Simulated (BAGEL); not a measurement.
# AlH2BrO2 (SMILES [OH][Al]([OH])[Br]): HF/6-31G(d) (density fitting with qzvpp-jkfit, spherical functions)

Aim: the energy change on altering one bond length of AlH2BrO2 at HF/6-31G* (density fitting with qzvpp-jkfit, spherical functions), from 2 runs. 

Program for the calculation: BAGEL 1.2.2.

7 further runs of the same task are left out: 2 for a known fault of the program, 5 that didn't finish. Runs told in other sessions of the task aren't counted.

## 1. The molecule

AlH2BrO2: 6 atoms, total charge 0, spin state singlet. SMILES: `[OH][Al]([OH])[Br]`. Geometry: relaxed at PBE0-D4/def2-TZVP. This is one conformer, not always the lowest.

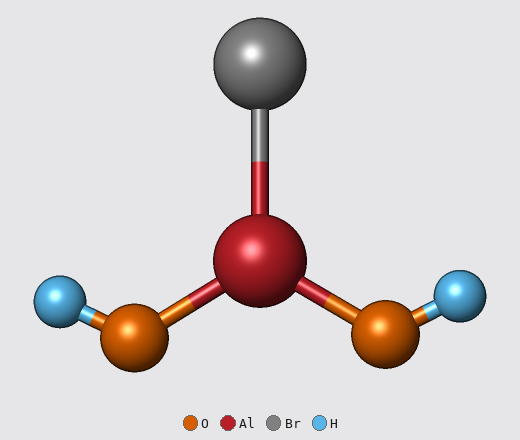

Viewed from a chosen angle; oxygen orange, aluminium red, bromine grey, hydrogen blue.

## 2. A single-point energy at HF/6-31G(d) (density fitting with qzvpp-jkfit, spherical functions)

Contents of input.json:

```json
{ "bagel" : [

{
  "title" : "molecule",
  "basis" : "6-31gs.json",
  "df_basis" : "qzvpp-jkfit",
  "angstrom" : true,
  "geometry" : [
    { "atom" : "O", "xyz" : [   -0.080200,    1.421100,   -0.824900 ] },
    { "atom" : "Al", "xyz" : [   -0.029700,   -0.053500,   -0.021600 ] },
    { "atom" : "O", "xyz" : [    1.110100,   -0.254800,    1.196000 ] },
    { "atom" : "Br", "xyz" : [   -1.450800,   -1.714400,   -0.562000 ] },
    { "atom" : "H", "xyz" : [   -0.702100,    1.604000,   -1.526900 ] },
    { "atom" : "H", "xyz" : [    1.194600,   -1.066400,    1.693300 ] }
  ]
},
{ "title" : "hf", "charge" : 0 },
{ "title" : "print", "file" : "orbitals.molden", "orbitals" : true }

]}
```

The basis set 6-31G* is read from a file made from the Basis Set Exchange's data (not shown).

Run with:

```console
$ BAGEL_NUM_THREADS=1 BAGEL input.json > input.out
```

Output:

```text
* using 1 threads per process

  ===============================================================
  ===============================================================

  *** Geometry ***

  { "atom" : "O", "xyz" : [     -0.151556,      2.685490,     -1.558835 ] },
  { "atom" : "Al", "xyz" : [     -0.056125,     -0.101100,     -0.040818 ] },
  { "atom" : "O", "xyz" : [      2.097785,     -0.481502,      2.260112 ] },
  { "atom" : "Br", "xyz" : [     -2.741615,     -3.239746,     -1.062026 ] },
  { "atom" : "H", "xyz" : [     -1.326777,      3.031121,     -2.885423 ] },
  { "atom" : "H", "xyz" : [      2.257467,     -2.015204,      3.199873 ] },

  Number of auxiliary basis functions:      584

  Since a DF basis is specified, we compute 2- and 3-index integrals:
    o Being stored without compression. Storage requirement is 0.031 GB

  Number of basis functions:       82
  Number of electrons      :       66

    * METHOD: MOLECULE                             0.32

  *** RHF ***

  === Nuclear Repulsion ===
   298.1296355211

      * DIIS with orbital gradients will be used.

  === RHF iteration (6-31gs.json) ===
      0      -2964.75638518          0.02513705           0.10
      1      -2964.93331644          0.01725344           0.09
      2      -2965.07042502          0.00105443           0.09
      3      -2965.07129511          0.00029144           0.10
      4      -2965.07134060          0.00008223           0.10
      5      -2965.07134561          0.00001880           0.10
      6      -2965.07134613          0.00000530           0.10
      7      -2965.07134618          0.00000108           0.09
      8      -2965.07134618          0.00000033           0.09
      9      -2965.07134618          0.00000015           0.09
     10      -2965.07134618          0.00000004           0.10
     11      -2965.07134618          0.00000001           0.09
     12      -2965.07134618          0.00000000           0.10
    * SCF iteration converged.

    * Permanent dipole moment:
           (    0.242207,     0.283695,     0.092390) a.u.

    * METHOD: HF                                   1.48

    * METHOD: PRINT                                0.01

  ===============================================================
```

Run time: 2 s. Hardware: 1 thread of Arm Neoverse V2, shared host; peak memory 0.15 GiB.

## 3. The distorted shape

Contents of input.json:

```json
{ "bagel" : [

{
  "title" : "molecule",
  "basis" : "6-31gs.json",
  "df_basis" : "qzvpp-jkfit",
  "angstrom" : true,
  "geometry" : [
    { "atom" : "O", "xyz" : [   -0.122452,    1.826920,   -1.073562 ] },
    { "atom" : "Al", "xyz" : [   -0.071952,    0.352320,   -0.270262 ] },
    { "atom" : "O", "xyz" : [    1.067848,    0.151020,    0.947338 ] },
    { "atom" : "Br", "xyz" : [   -1.493052,   -1.308580,   -0.810662 ] },
    { "atom" : "H", "xyz" : [   -0.744352,    2.009820,   -1.775562 ] },
    { "atom" : "H", "xyz" : [    1.194600,   -1.066400,    1.693300 ] }
  ]
},
{
  "title" : "hf",
  "charge" : 0
},
{
  "title" : "print",
  "file" : "orbitals.molden",
  "orbitals" : true
}

]}
```

The basis set 6-31G* is read from a file made from the Basis Set Exchange's data (not shown).

Run with:

```console
$ BAGEL_NUM_THREADS=1 BAGEL input.json > input.out
```

Output:

```text
* using 1 threads per process

  ===============================================================
  ===============================================================

  *** Geometry ***

  { "atom" : "O", "xyz" : [     -0.231401,      3.452378,     -2.028738 ] },
  { "atom" : "Al", "xyz" : [     -0.135970,      0.665788,     -0.510721 ] },
  { "atom" : "O", "xyz" : [      2.017940,      0.285386,      1.790209 ] },
  { "atom" : "Br", "xyz" : [     -2.821459,     -2.472858,     -1.531929 ] },
  { "atom" : "H", "xyz" : [     -1.406621,      3.798009,     -3.355326 ] },
  { "atom" : "H", "xyz" : [      2.257467,     -2.015204,      3.199873 ] },

  Number of auxiliary basis functions:      584

  Since a DF basis is specified, we compute 2- and 3-index integrals:
    o Being stored without compression. Storage requirement is 0.031 GB

  Number of basis functions:       82
  Number of electrons      :       66

    * METHOD: MOLECULE                             0.31

  *** RHF ***

  === Nuclear Repulsion ===
   295.8897698943

      * DIIS with orbital gradients will be used.

  === RHF iteration (6-31gs.json) ===
      0      -2964.58736651          0.02691538           0.10
      1      -2964.73591042          0.02199415           0.09
      2      -2964.96386280          0.00191332           0.09
      3      -2964.96609042          0.00092897           0.09
      4      -2964.96669936          0.00020935           0.10
      5      -2964.96675567          0.00007494           0.10
      6      -2964.96676254          0.00003559           0.10
      7      -2964.96676435          0.00000989           0.09
      8      -2964.96676455          0.00000569           0.09
      9      -2964.96676460          0.00000300           0.09
     10      -2964.96676462          0.00000081           0.09
     11      -2964.96676462          0.00000043           0.09
     12      -2964.96676462          0.00000009           0.09
     13      -2964.96676462          0.00000003           0.09
     14      -2964.96676462          0.00000001           0.10
     15      -2964.96676462          0.00000000           0.10
    * SCF iteration converged.

    * Permanent dipole moment:
           (    0.184585,     0.419943,    -0.033564) a.u.

    * METHOD: HF                                   1.76

    * METHOD: PRINT                                0.01

  ===============================================================
```

Run time: 2.3 s. Hardware: 1 thread of Arm Neoverse V2, shared host; peak memory 0.15 GiB.

## 4. What came out

Level: HF/6-31G* (density fitting with qzvpp-jkfit, spherical functions).

| quantity | value |
| --- | --- |
| first shape: total energy | -2965.07135 Eh |
| first shape: dipole moment | 0.98 D |
| first shape: HOMO energy | -11.72 eV |
| first shape: LUMO energy | 2.25 eV |
| first shape: HOMO–LUMO gap | 13.96 eV |
| distorted shape: total energy | -2964.96676 Eh |
| distorted shape: dipole moment | 1.17 D |
| distorted shape: HOMO energy | -11.62 eV |
| distorted shape: LUMO energy | 1.64 eV |
| distorted shape: HOMO–LUMO gap | 13.25 eV |
| energy change with the O3–H6 bond stretched from 0.956 to 1.433 Å | 2.846 eV |

**Reading.** With the O3–H6 bond stretched from 0.956 to 1.433 Å the energy rises by 2.85 eV (66 kcal/mol). The first shape isn't relaxed at this level, so the change isn't measured from a minimum.
